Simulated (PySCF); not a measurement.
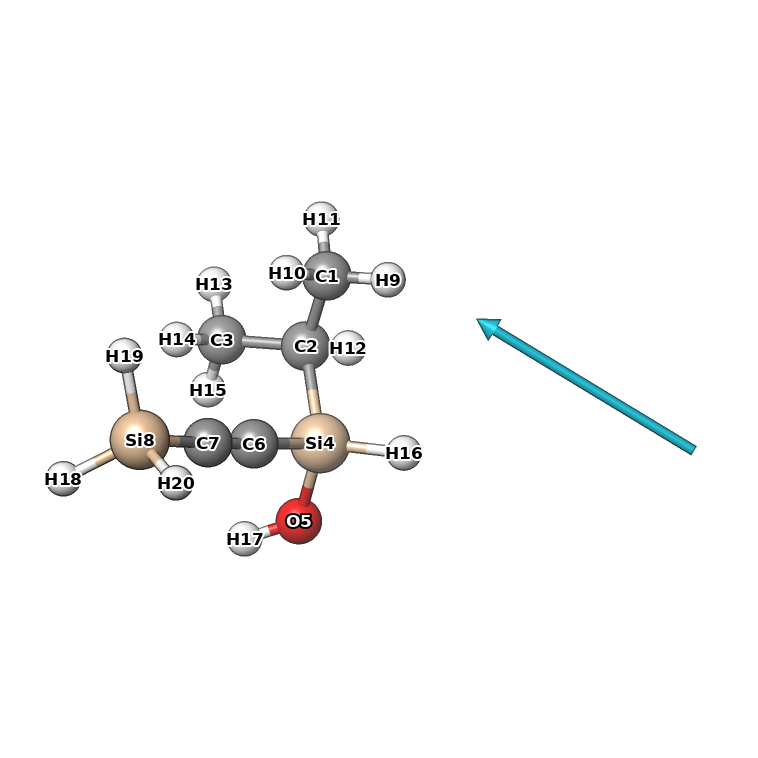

The arrow beside the molecule shows the direction of the dipole moment, from the negative to the positive end (its length means nothing). The geometry was computed by an optimisation with PBE0-D3(BJ)/def2-SVP. No frequency run is at hand to confirm it as a minimum. Level of theory: PBE0/pcSseg-1, gas phase (PySCF 2.14.0).

> Estimate the dipole moment.

1.56 D; it points from the side of H16 to the side of H19 (the outermost atoms at the two ends).
